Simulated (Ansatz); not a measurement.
**C2H3Cl2Si (SMILES [H]/[C]=C/[SiH](Cl)Cl): levels of theory compared**

Aim: a comparison of 6 runs (UHF/STO-3G, UB3LYP/6-31G*, UB3LYP/def2-SVP, UBHLYP/def2-SVP, UBLYP/def2-SVP, UCAM-B3LYP/def2-SVP) of C2H3Cl2Si. 

The calculation is run with Ansatz 0.2.0.

61 further runs of the same task are left out: 61 set aside as unsound or not needed.

## Step 1: The molecule

C2H3Cl2Si: 8 atoms, total charge 0, spin state doublet. As SMILES, `[H]/[C]=C/[SiH](Cl)Cl`. One bond was lengthened or shortened from a relaxed shape.

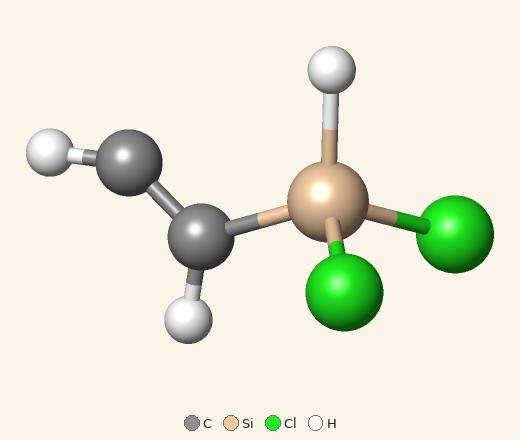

The structure, seen from a chosen angle (carbon grey, silicon light orange, chlorine green, hydrogen white).

## Step 2: A single-point energy at UHF/STO-3G (run 1)

run.yaml

```yaml
crystal:
  periodic: [false, false, false]
  atoms:
    - symbol: C
      position_ang: [-0.470334, 1.417614, 0.836268]
    - symbol: C
      position_ang: [-0.196734, 0.146914, 0.914868]
    - symbol: Si
      position_ang: [0.298466, -0.767986, -0.614132]
    - symbol: Cl
      position_ang: [-1.016234, -2.298786, -0.953932]
    - symbol: Cl
      position_ang: [2.160966, -1.575686, -0.357632]
    - symbol: H
      position_ang: [-0.775634, 2.244214, 1.462568]
    - symbol: H
      position_ang: [-0.252734, -0.394286, 1.865968]
    - symbol: H
      position_ang: [0.322500, 0.245600, -1.971100]
basis:
  gaussian:
    orbitals: STO-3G
magnetization:
  spin_polarized: true
  initial_magnetization: 1
hamiltonian:
  xc: hf
accuracy: high
output: {orbitals: {seedname: orbitals}}
```

On the command line:

```
ansatz run run.yaml --threads 1 --pin off --max-ram 3480MiB --events-out events.jsonl --progress --plain --runs-dir runs
```

What it wrote:

```text
Warning: RAYON_NUM_THREADS=1 ignored (pool sized by the plan → 1); use --threads N
Functional definition: HF
  name "HF"
  exchange = exact_x
  correlation = 0
807 factors; integrals over basis functions are off by at most 1.1e-8 eV
mean field evaluation 1: about -34590.8503 eV, gradient 1.7e1 eV
mean field evaluation 2: about -34590.9280 eV, gradient 1.7e1 eV
mean field evaluation 4: about -34593.7800 eV, gradient 2.2e0 eV
mean field evaluation 8: about -34593.9964 eV, gradient 1.1e0 eV
mean field evaluation 16: about -34594.1557 eV, gradient 2.5e-4 eV
mean field -34594.15566367 eV, -1271.3117718789 hartree, gradient 1.9e-8 eV, S^2 1.089884; 0 other end points of the search recorded, 0 dependent functions left out
reference -34594.15566367 eV, -1271.3117718789 hartree; 32, 31 occupied and 8, 9 virtual orbitals, 807 factors
Total energy: -34594.15566367 eV, -1271.3117718789 hartree
```

It took 0.84 s on 1 thread of Arm Neoverse V1, shared host; peak memory 0.12 GiB.

## Step 3: A single-point energy at UB3LYP/6-31G(d) (Cartesian functions) (run 2)

molecule.yaml

```yaml
crystal:
  periodic: [false, false, false]
  atoms:
    - {symbol: C, position_ang: [-0.470334, 1.417614, 0.836268]}
    - {symbol: C, position_ang: [-0.196734, 0.146914, 0.914868]}
    - {symbol: Si, position_ang: [0.298466, -0.767986, -0.614132]}
    - {symbol: Cl, position_ang: [-1.016234, -2.298786, -0.953932]}
    - {symbol: Cl, position_ang: [2.160966, -1.575686, -0.357632]}
    - {symbol: H, position_ang: [-0.775634, 2.244214, 1.462568]}
    - {symbol: H, position_ang: [-0.252734, -0.394286, 1.865968]}
    - {symbol: H, position_ang: [0.322500, 0.245600, -1.971100]}
basis:
  gaussian: {orbitals: "6-31G*"}
magnetization: {spin_polarized: true, initial_magnetization: 1}
hamiltonian: {xc: {name: B3LYP}}
accuracy: high
output: {orbitals: {seedname: orbitals}}
```

On the command line:

```
ansatz run molecule.yaml --threads 1 --pin off --max-ram 3480MiB --events-out events.jsonl --progress --plain --runs-dir runs
```

What it wrote:

```text
Warning: RAYON_NUM_THREADS=1 ignored (pool sized by the plan → 1); use --threads N
Functional definition: B3LYP
  name "B3LYP"
  parameter a0 = 0.2
  parameter ax = 0.72
  parameter ac = 0.81
  exchange = (1 - a0 - ax)*slater_x + ax*b88_x + a0*exact_x
  correlation = (1 - ac)*vwn_rpa_c + ac*lyp_c
1997 factors; integrals over basis functions are off by at most 3.9e-9 eV
mean field evaluation 1: about -35041.4524 eV, gradient 2.7e1 eV
mean field evaluation 2: about -35040.4870 eV, gradient 3.0e1 eV
mean field evaluation 4: about -35045.1481 eV, gradient 2.2e0 eV
mean field evaluation 8: about -35045.2837 eV, gradient 2.1e-1 eV
mean field evaluation 16: about -35045.2847 eV, gradient 3.6e-4 eV
mean field -35045.28465132 eV, -1287.8904563888 hartree, gradient 3.9e-8 eV, S^2 0.759763; 0 other end points of the search recorded, 0 dependent functions left out
reference -35045.28469195 eV, -1287.8904578818 hartree; 32, 31 occupied and 61, 62 virtual orbitals, 1997 factors
Total energy: -35045.28469195 eV, -1287.8904578818 hartree
```

It took 20 s on 1 thread of Arm Neoverse V1, shared host; peak memory 0.52 GiB.

Runs 3 to 4 aren't shown in full; the table further down has their settings and results.

## Step 4: The energy at UBLYP/def2-SVP (run 5)

Changes to molecule.yaml since step 3:

```diff
@@ -12,6 +12,11 @@
 basis:
-  gaussian: {orbitals: "6-31G*"}
-magnetization: {spin_polarized: true, initial_magnetization: 1}
-hamiltonian: {xc: {name: B3LYP}}
+  gaussian:
+    orbitals: def2-SVP
+magnetization:
+  spin_polarized: true
+  initial_magnetization: 1
+hamiltonian:
+  xc: {name: BLYP}
 accuracy: high
-output: {orbitals: {seedname: orbitals}}
+output:
+  orbitals: {seedname: orbitals}
```

On the command line:

```
ansatz run molecule.yaml --threads 1 --pin off --max-ram 3480MiB --events-out events.jsonl --progress --plain --runs-dir runs
```

What it wrote:

```text
Warning: RAYON_NUM_THREADS=1 ignored (pool sized by the plan → 1); use --threads N
Functional definition: BLYP
  name "BLYP"
  parameter beta = 0.0042
  parameter a = 0.04918
  parameter b = 0.132
  parameter c = 0.2533
  parameter d = 0.349
  exchange = b88_x(beta = beta)
  correlation = lyp_c(a = a, b = b, c = c, d = d)
2045 factors; integrals over basis functions are off by at most 7.4e-9 eV
mean field evaluation 1: about -35025.0248 eV, gradient 3.5e1 eV
mean field evaluation 2: about -35009.8457 eV, gradient 6.0e1 eV
mean field evaluation 4: about -35031.4893 eV, gradient 1.0e1 eV
mean field evaluation 8: about -35032.0392 eV, gradient 3.9e-1 eV
mean field evaluation 16: about -35032.0403 eV, gradient 3.3e-4 eV
mean field -35032.04032774 eV, -1287.4037364748 hartree, gradient 5.4e-8 eV, S^2 0.756147; 0 other end points of the search recorded, 0 dependent functions left out
reference -35032.04038282 eV, -1287.4037384989 hartree; 32, 31 occupied and 65, 66 virtual orbitals, 2045 factors
Total energy: -35032.04038282 eV, -1287.4037384989 hartree
```

It took 13 s on 1 thread of Arm Neoverse V1, shared host; peak memory 0.31 GiB.

## Step 5: A single-point energy at UCAM-B3LYP/def2-SVP (run 6)

molecule.yaml

```yaml
crystal:
  periodic: [false, false, false]
  atoms:
    - symbol: C
      position_ang: [-0.470334, 1.417614, 0.836268]
    - symbol: C
      position_ang: [-0.196734, 0.146914, 0.914868]
    - symbol: Si
      position_ang: [0.298466, -0.767986, -0.614132]
    - symbol: Cl
      position_ang: [-1.016234, -2.298786, -0.953932]
    - symbol: Cl
      position_ang: [2.160966, -1.575686, -0.357632]
    - symbol: H
      position_ang: [-0.775634, 2.244214, 1.462568]
    - symbol: H
      position_ang: [-0.252734, -0.394286, 1.865968]
    - symbol: H
      position_ang: [0.322500, 0.245600, -1.971100]
basis:
  gaussian:
    orbitals: def2-SVP
total_charge: 0
magnetization:
  spin_polarized: true
  initial_magnetization: 1
hamiltonian:
  xc: {name: CAM-B3LYP}
output: {orbitals: {seedname: orbitals}}
accuracy: high
```

On the command line:

```
ansatz run molecule.yaml --threads 1 --pin off --max-ram 3480MiB --events-out events.jsonl --progress --plain --runs-dir runs
```

What it wrote (excerpt; [...] marks lines left out):

```text
Warning: RAYON_NUM_THREADS=1 ignored (pool sized by the plan → 1); use --threads N
Functional definition: CAM-B3LYP
  name "CAM-B3LYP"
[...]
2045 factors; integrals over basis functions are off by at most 7.4e-9 eV
448 factors; integrals over basis functions are off by at most 2.2e-9 eV
[...]
mean field -35033.00744407 eV, -1287.4392773444 hartree, gradient 4.0e-8 eV, S^2 0.761578; 0 other end points of the search recorded, 0 dependent functions left out
reference -35033.00746327 eV, -1287.4392780497 hartree; 32, 31 occupied and 65, 66 virtual orbitals, 2045 factors
Total energy: -35033.00746327 eV, -1287.4392780497 hartree
```

Wall time 21 s (1 thread of Arm Neoverse V1, shared host); peak memory 0.62 GiB.

## Step 6: The series

```
run                                level  Cartesian functions   energy (Eh)  HOMO energy (eV)  LUMO energy (eV)   ⟨S²⟩  wall time
  1                           UHF/STO-3G                   no  -1271.311772             -9.33              6.85  1.090     0.84 s
  2  UB3LYP/6-31G* (Cartesian functions)                  yes  -1287.890458             -6.81             -2.57  0.760       20 s
  3                      UB3LYP/def2-SVP                   no  -1287.504906             -6.79             -2.63  0.759       20 s
  4                      UBHLYP/def2-SVP                   no  -1287.412797             -8.48             -1.08  0.768       17 s
  5                       UBLYP/def2-SVP                   no  -1287.403738             -5.40             -3.37  0.756       13 s
  6                  UCAM-B3LYP/def2-SVP                   no  -1287.439278             -8.45             -1.13  0.762       21 s
```

## Step 7: Outcome

| quantity | value |
| --- | --- |
| run 6: total energy | -1287.43928 Eh |
| run 6: HOMO energy (highest over α and β) | -8.45 eV |
| run 6: LUMO energy (lowest over α and β) | -1.13 eV |
| run 6: ⟨S²⟩ | 0.762 |

**Reading.** Totals of different functionals can't be ranked against each other. In run 1 the basis is minimal, so the values are rough. Spin contamination of the reference: run 1 ⟨S²⟩ = 1.09. All runs together took 92 s, the longest 21 s.
